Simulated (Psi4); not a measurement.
**TlF (SMILES [F][Tl]) at CCSD/def2-TZVPPD (core potential)**

What is the vertical singlet–triplet gap of TlF at CCSD/def2-TZVPPD (core potential)? 

The results are computed with Psi4 1.11.

1 further run of the same task is left out (set aside as unsound or not needed).

## 1. The molecule

TlF has 2 atoms, charge 0, and is taken as a singlet. SMILES: `[F][Tl]`. The bond length is the measured one.

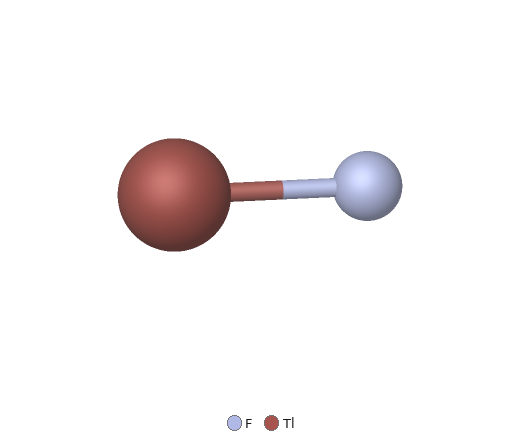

Viewed from a chosen angle; fluorine light blue, thallium brown.

## 2. A single-point energy at CCSD/def2-TZVPPD (core potential)

Input file input.inp:

```
memory 1600 mb

molecule mol {
  F      0.000000     0.000000     0.000000
  Tl     0.000000     0.000000     2.084438
  symmetry c1
}

set {
  basis def2-TZVPPD
  reference rhf
  puream true
  e_convergence 1e-09
  d_convergence 1e-08
  scf_type pk
  num_frozen_docc 5
}

E, wfn = energy('ccsd', return_wfn=True)
print_variables()
```

Command:

```console
$ psi4 -n 1 input.inp input.out
```

input.out:

```text
[...]
    !!!  WARNING: ECP capability is in beta. Please check occupations closely.  !!!
[...]
  Running in c1 symmetry.
[...]
  Nuclear repulsion =   47.981514833557057
[...]
  Multiplicity = 1
[...]
  Nalpha       = 15
  Nbeta        = 15
[...]
    Number of basis functions: 96
[...]
   @RHF iter   1:  -270.91778724999989   -1.36939e+00   5.90870e-03 ADIIS/DIIS
[...]
   @RHF iter  11:  -271.04455287381580   -2.43290e-11   6.24924e-09 DIIS
[...]
    Orbital Energies [Eh]
    ---------------------
    Doubly Occupied:
       1A    -26.158219     2A     -5.655459     3A     -3.483979
       4A     -3.483979     5A     -3.475849     6A     -1.425402
       7A     -0.861352     8A     -0.861352     9A     -0.855902
      10A     -0.854194    11A     -0.854194    12A     -0.562083
      13A     -0.513855    14A     -0.513855    15A     -0.387991
[...]
  @RHF Final Energy:  -271.04455287381580
   => Energetics <=
    Nuclear Repulsion Energy =             47.9815148335570569
    One-Electron Energy =                -538.1568082397989201
    Two-Electron Energy =                 219.1307405324260174
    Total Energy =                       -271.0445528738158600
[...]
 Multipole Moments:
 ------------------------------------------------------------------------------------
     Multipole            Electronic (a.u.)      Nuclear  (a.u.)        Total (a.u.)
 ------------------------------------------------------------------------------------
 L = 1.  Multiply by 2.5417464519 to convert [e a0] to [Debye]
 Dipole X            :          0.0000001            0.0000000            0.0000001
 Dipole Y            :         -0.0000003            0.0000000           -0.0000003
 Dipole Z            :         27.1250256          -25.4273878            1.6976378
 Magnitude           :                                                    1.6976378
[...]
      * MP2 total energy                      = -271.671364185069876
[...]
      * CCSD total energy                     = -271.641694678164129
[...]
```

Wall time 20 s (1 thread of AMD EPYC 9R45 (Zen 5), shared host); peak memory 0.85 GiB.

## 3. The triplet at the same level

Input file calc.py:

```python
import psi4

psi4.set_memory('1600 MB')
psi4.set_num_threads(1)
psi4.set_output_file('output.dat', False)

mol = psi4.geometry("""
0 3
F      0.00000000     0.00000000     0.00000000
Tl     0.00000000     0.00000000     3.93901694
units au
symmetry c1
no_reorient
no_com
""")

psi4.set_options({
    'reference': 'uhf',
    'puream': True,
    'e_convergence': 1e-09,
    'd_convergence': 1e-08,
    'scf_type': 'pk',
    'num_frozen_docc': 5,
    'maxiter': 100,
})

result = psi4.energy('ccsd/def2-TZVPPD')
print(f'ccsd/def2-TZVPPD energy: {result:.10f} Eh')
```

Command:

```console
$ python calc.py
```

output.dat:

```text
[...]
    !!!  WARNING: ECP capability is in beta. Please check occupations closely.  !!!
[...]
  Running in c1 symmetry.
[...]
  Nuclear repulsion =   47.981514900517283
[...]
  Multiplicity = 3
[...]
  Nalpha       = 16
  Nbeta        = 14
[...]
    Number of basis functions: 96
[...]
   @UHF iter   1:  -270.78414035816678   -1.23553e+00   5.45601e-03 DIIS/ADIIS
[...]
   @UHF iter  17:  -270.90537376510571   -1.25056e-12   5.25512e-09 DIIS
[...]
   @S^2 Observed:                2.054550700E+00
[...]
    Orbital Energies [Eh]
    ---------------------
    Alpha Occupied:
       1A    -26.294587     2A     -5.691526     3A     -3.519188
       4A     -3.516931     5A     -3.513024     6A     -1.565713
       7A     -0.909304     8A     -0.897974     9A     -0.890089
      10A     -0.889558    11A     -0.888651    12A     -0.700775
      13A     -0.639322    14A     -0.633370    15A     -0.493498
      16A     -0.220459
    Alpha Virtual:
      17A     -0.000103    18A      0.039507    19A      0.046814
      20A      0.088165    21A      0.088337    22A      0.091037
      23A      0.093098    24A      0.100957    25A      0.122069
[...]
  @UHF Final Energy:  -270.90537376510571
   => Energetics <=
    Nuclear Repulsion Energy =             47.9815149005172827
    One-Electron Energy =                -536.4379944443481918
    Two-Electron Energy =                 217.5511057787252298
    Total Energy =                       -270.9053737651057077
  UHF NO Occupations:
  HONO-2 :   14  A 1.9753057
  HONO-1 :   15  A 1.0000000
[...]
 Multipole Moments:
 ------------------------------------------------------------------------------------
     Multipole            Electronic (a.u.)      Nuclear  (a.u.)        Total (a.u.)
 ------------------------------------------------------------------------------------
 L = 1.  Multiply by 2.5417464519 to convert [e a0] to [Debye]
 Dipole X            :          0.0000003            0.0000000            0.0000003
 Dipole Y            :          0.0000003            0.0000000            0.0000003
 Dipole Z            :        -81.6953784           82.7193557            1.0239774
 Magnitude           :                                                    1.0239774
[...]
      * MP2 total energy                      = -271.486318928187075
[...]
      * CCSD total energy                     = -271.469863042402153
```

On the terminal:

```text
ccsd/def2-TZVPPD energy: -271.4698630424 Eh
```

Run time: 52 s. Hardware: 1 thread of AMD EPYC 9R45 (Zen 5), shared host; peak memory 0.92 GiB.

## 4. What came out

At CCSD/def2-TZVPPD (core potential), 5 core orbitals frozen:

| quantity | value |
| --- | --- |
| singlet: total energy | -271.64169 Eh |
| singlet: HOMO energy (Hartree–Fock orbitals) | -10.56 eV |
| singlet: LUMO energy (Hartree–Fock orbitals) | 0.51 eV |
| singlet: HOMO–LUMO gap (Hartree–Fock orbitals) | 11.07 eV |
| singlet: correlation energy (5 core orbitals frozen) | -597.1 mEh |
| singlet: T1 diagnostic | 0.018 |
| triplet: total energy | -271.46986 Eh |
| triplet: HOMO energy (Hartree–Fock orbitals) (highest over α and β) | -6.00 eV |
| triplet: LUMO energy (Hartree–Fock orbitals) (lowest over α and β) | -2.14 eV |
| triplet: correlation energy (5 core orbitals frozen) | -564.5 mEh |
| triplet: ⟨S²⟩ of the reference determinant | 2.055 |
| triplet: T1 diagnostic | 0.028 |
| vertical energy of the triplet above the singlet | 4.676 eV |

At this shape the triplet lies 4.68 eV (451 kJ/mol) above the singlet.
